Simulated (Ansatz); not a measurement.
**CH$_{3}$F$_{2}$Si (SMILES F[CH-][SiH2]F) (charge −1): density, localisation and related maps**

| atom | x (Å) | y (Å) | z (Å) |
| --- | --- | --- | --- |
| F | -2.0273 | 0.7748 | -0.2475 |
| C | -0.6651 | 0.6211 | -0.6146 |
| Si | 0.4769 | -0.2789 | 0.3691 |
| F | 0.5337 | -1.9354 | 0.5669 |
| H | -0.5667 | 0.7369 | -1.6938 |
| H | 0.4124 | 0.0895 | 1.8256 |
| H | 1.8362 | -0.0079 | -0.2057 |

Geometry: PBE0-D4/def2-TZVPD; the highest occupied orbital lies above zero, a sign that basis and functional describe the outermost electron poorly.

The calculation used RKS PBE0-D4/def2-TZVPPD in Ansatz.

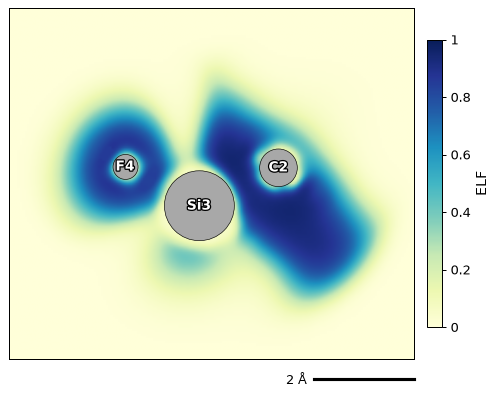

Figure 1. ELF on the plane of atoms C2, Si3 and F4. Grey discs cover the atomic cores.

What does the map show?

The section cuts through C, Si and F sites. Si–F (1.67 Å): the ELF peaks at about 0.85 in the valence shell of F, 0.6 Å from its nucleus, and is about 0.45 at the midpoint. C–Si (1.76 Å): the ELF peaks at about 0.90 between the atoms: a covalent bond. The ELF also peaks beside F4, away from the bonds: lone-pair regions.

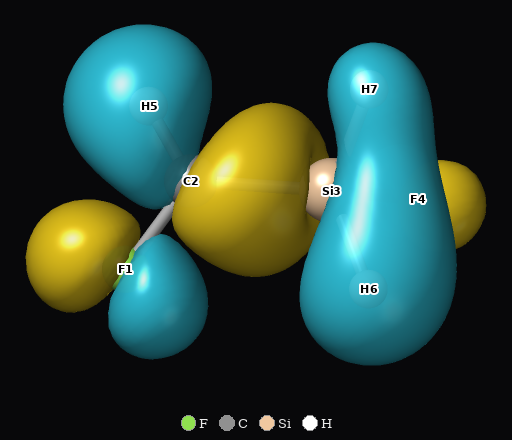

Figure 2. The HOMO−1 at ±0.08 Å⁻³ᐟ² (yellow and cyan are the two phases), seen across its widest extent.

Where does this orbital lie, and at what energy?

Its weight (Hirshfeld) is mainly on C2 (about 30 %), F1 (about 20 %), Si3 (about 20 %), H5 (about 10 %) and H6 (about 10 %). Its energy is −3.48 eV.

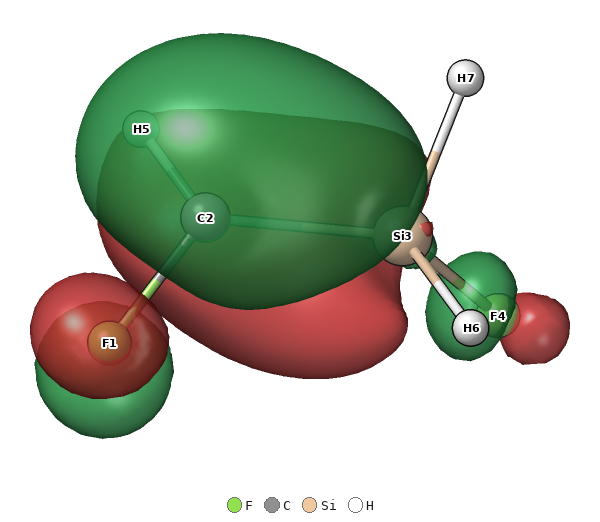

Figure 3. The HOMO at ±0.1 Å⁻³ᐟ² (green and red are the two phases), seen at a tilt.

Where does this orbital lie, and at what energy?

By Hirshfeld shares it lies mainly on C2 (about 55 %), Si3 (about 25 %) and F1 (about 10 %). Its energy is 0.24 eV.
